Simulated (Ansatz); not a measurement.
# ClFGaH2···NH4: what the fields show

```xyz
10

Ga   -1.6080   -0.3371   -0.9893
Cl    0.3565    0.5238   -1.9455
H    -1.7436   -1.8430   -1.4515
H    -2.6824    0.8218   -0.9741
H     0.2838   -0.0958    1.0493
F    -0.9857   -0.4529    0.8632
H     1.3826    0.4756   -0.1097
N     1.3692    0.2629    0.9297
H     1.5707    1.1127    1.4728
H     2.0567   -0.4681    1.1549
```

These are results of RKS revPBE/def2-SVP (Ansatz 0.2.0), not measurements.

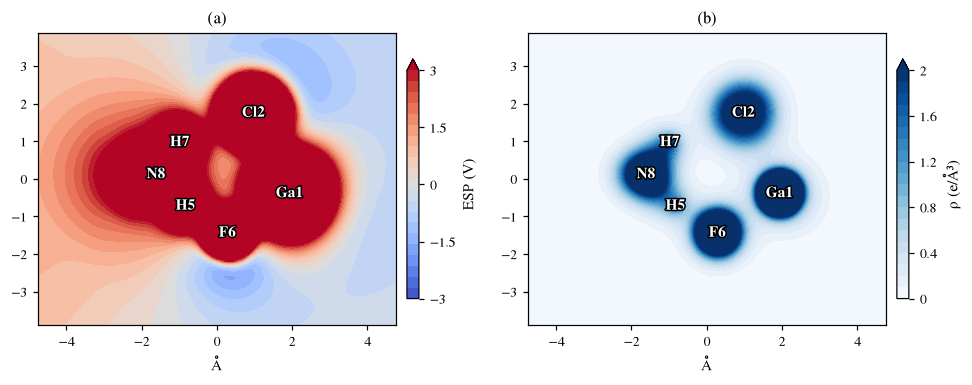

Figure 1. (a) molecular electrostatic potential; (b) total electron density on the plane of atoms H5, N8 and H7.

### Read the bonding off the picture.

- The plane passes through Ga, Cl, H, F and N nuclei.
- F6···H5 (1.33 Å): the density falls to about 0.72 e/Å³ on the way.
- Ga–F (1.96 Å): ρ at the midpoint is about 0.51 e/Å³.
- Ga–Cl (2.35 Å): ρ is about 0.46 e/Å³ halfway.
- Outside the dense part of the complex the potential is most negative (−1.6 V) near F6.

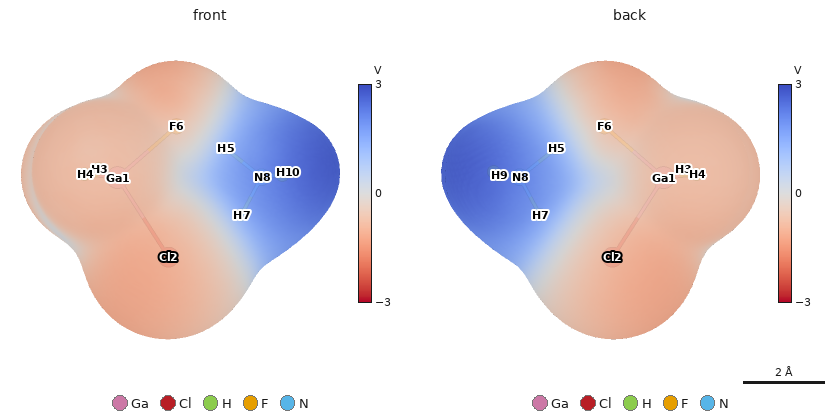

Figure 2. The molecular electrostatic potential painted on the density surface at 0.001 e/bohr³, seen from the front and from behind; red is negative and blue positive.

### Which sites attract a positive test charge, and which a negative one?

A positive charge is drawn to the negative regions and a negative charge to the positive ones. The most negative region (about −1.2 V, or −28 kcal/mol for a unit charge) lies over Cl2 and F6, the most positive (about +2.7 V, or +62 kcal/mol for a unit charge) over H9 and H10.

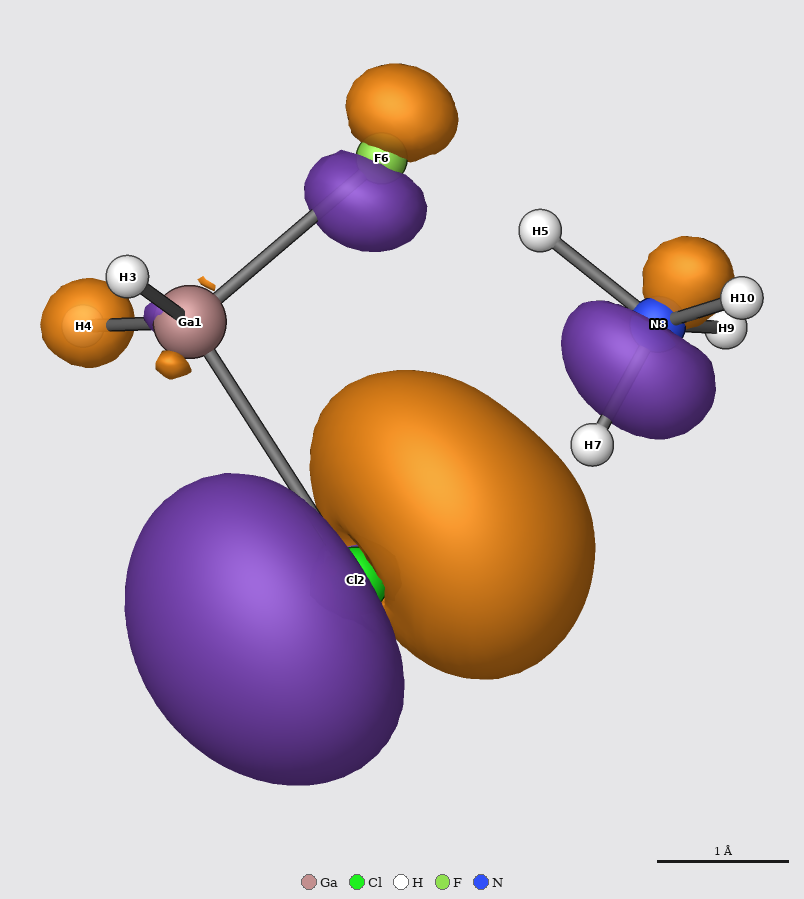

Figure 3. The HOMO−1 at ±0.1 Å⁻³ᐟ² (orange and purple are the two phases), seen across its widest extent.

### Where does this orbital lie, and at what energy?

Its weight (Hirshfeld) is mainly on Cl2 (about 80 %); largely a lone pair of Cl2. Its energy is −6.77 eV.
